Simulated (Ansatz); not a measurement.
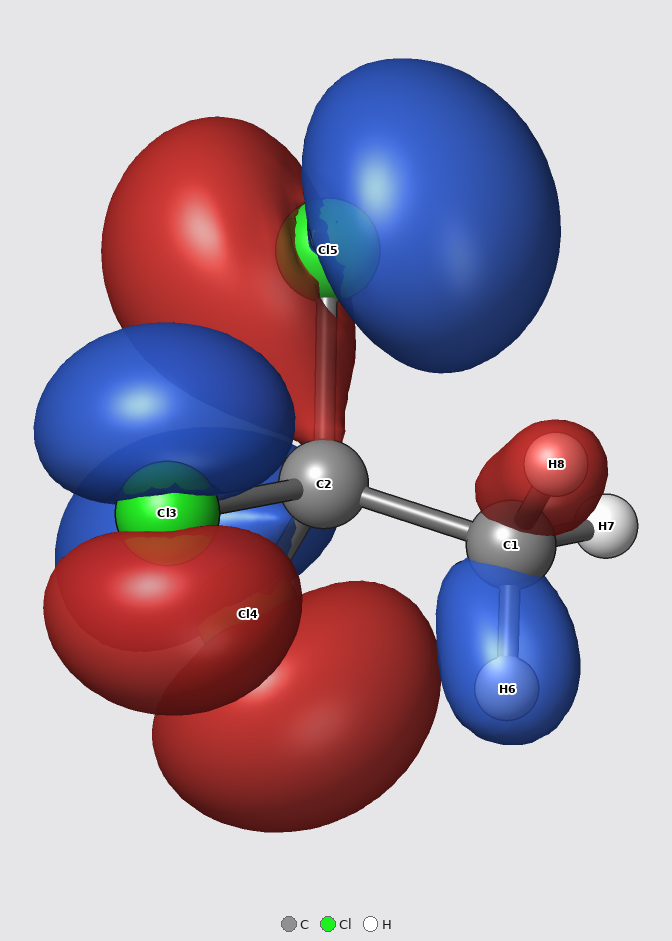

Figure. C$_{2}$H$_{3}$Cl$_{3}$ (SMILES CC(Cl)(Cl)Cl). The HOMO−1 at ±0.08 Å⁻³ᐟ² (red and blue are the two phases), seen at an oblique angle.

Geometry: PBE0-D4/def2-TZVP.

These are results of Ansatz, RKS PBE0-D4/def2-TZVPP, not measurements.

```yaml
atoms:
  - { symbol: C, position_ang: [-0.1920, -0.4126, 0.7079] }
  - { symbol: C, position_ang: [0.1704, 0.3093, -0.5649] }
  - { symbol: Cl, position_ang: [-0.2213, 2.0346, -0.4195] }
  - { symbol: Cl, position_ang: [-0.7360, -0.3718, -1.9308] }
  - { symbol: Cl, position_ang: [1.9077, 0.1404, -0.8876] }
  - { symbol: H, position_ang: [-1.2601, -0.3016, 0.8948] }
  - { symbol: H, position_ang: [0.0530, -1.4698, 0.6060] }
  - { symbol: H, position_ang: [0.3704, 0.0143, 1.5382] }
```

Question: Describe this orbital and give its energy.

Answer: By Hirshfeld shares it lies mainly on Cl5 (about 45 %), Cl4 (about 30 %) and Cl3 (about 15 %); largely a combination of lone pairs on Cl5, Cl4 and Cl3. It is one of a degenerate set, so its orientation is arbitrary. Its energy is −9.02 eV.
